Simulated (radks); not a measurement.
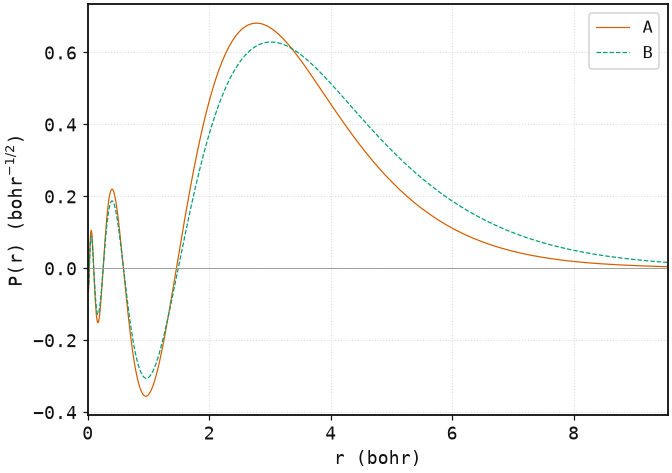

Two charge states of erbium were computed: Er²⁺ in [Kr] 4d10 4f12 5s2 5p4 6s2 (both spins equally filled); Er⁺ in [Kr] 4d10 4f12 5s2 5p5 6s2 (4f: 6 up, 6 down, 5p: 3 up, 2 down). All numbers are computed, not measured: scalar-relativistic Kohn-Sham, PBE, spin-polarised, spherical densities, finite nucleus (the in-house radial solver radks).

The plot shows P(r) = r R(r) of the 6s down orbital in both runs (large components where relativistic).

> Assign A and B.

A is Er²⁺ in [Kr] 4d10 4f12 5s2 5p4 6s2 (both spins equally filled) (⟨r⟩ = 3.04 bohr, eigenvalue −18.7 eV); B is Er⁺ in [Kr] 4d10 4f12 5s2 5p5 6s2 (4f: 6 up, 6 down, 5p: 3 up, 2 down) (⟨r⟩ = 3.41 bohr, eigenvalue −10.6 eV). Fewer electrons screen less, so the orbital shrinks.
